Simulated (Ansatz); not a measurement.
# PH2 (SMILES [PH2]): methods side by side

PH2 has 3 atoms, charge 0, and is taken as a doublet. As SMILES, `[PH2]`. Geometry: relaxed at PBE0-D4/def2-TZVP.

```xyz
3

P     0.5257   -0.3094    0.2582
H     0.1146    1.0515    0.1767
H    -0.6404   -0.7421   -0.4350
```

Each level gives the energy change with the P1–H3 bond stretched from 1.424 to 2.848 Å (eV). The values are calculated.

| level | kind | program | value (eV) | less FCI/6-31G* | CPU time (all runs) |
| --- | --- | --- | --- | --- | --- |
| UHF/6-31G* (spherical functions) | Hartree–Fock | Ansatz | 2.29 | -0.41 | 0.51 s |
| U-revPBE/6-31G* (spherical functions) | GGA | Ansatz | 3.08 | +0.38 | 4 s |
| UBHLYP/6-31G* (spherical functions) | global hybrid | Ansatz | 3.15 | +0.45 | 5.6 s |
| RPA@PBE/6-31G* (spherical functions) | RPA | Ansatz | 2.97 | +0.27 | 5.3 s |
| UMP2/6-31G* (spherical functions) | perturbation theory | Ansatz | 2.74 | +0.04 | 0.59 s |
| UBCCD(T)/6-31G* (spherical functions) | coupled cluster or CI | Ansatz | 2.78 | +0.08 | 1.3 s |
| UCCSD(T)/6-31G* (spherical functions) | coupled cluster or CI | Ansatz | 2.78 | +0.08 | 1.1 s |
| FCI/3-21G | exact in the basis | Ansatz | 2.33 | -0.37 | 1.5 s |
| FCI/6-31G* (spherical functions) | exact in the basis | Ansatz | 2.70 | 0.00 | 10 s |

FCI/6-31G* (spherical functions) is exact within its basis and frozen core, so for wave-function methods in that basis the difference is their error; functionals converge differently with the basis, so for them it is only a difference. The first shape isn't each level's own minimum. The values span 2.29 to 3.15 eV. Spin contamination of the reference (⟨S²⟩ at least 0.1 too high) touches UHF/6-31G*, U-revPBE/6-31G*, UBHLYP/6-31G*, RPA@PBE/6-31G*, UMP2/6-31G*, UBCCD(T)/6-31G*, UCCSD(T)/6-31G*. High-level rows in very small sets aren't better than simpler rows in larger ones. Times are those of the runs behind each value, whatever else they computed, on shared processors of several kinds: orders of magnitude only.

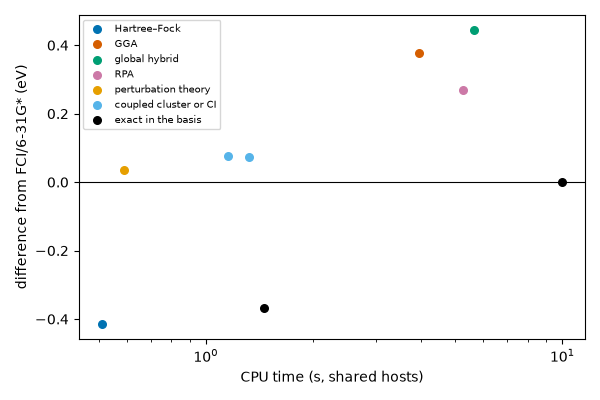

Difference from FCI/6-31G* against processor time, one point a level.
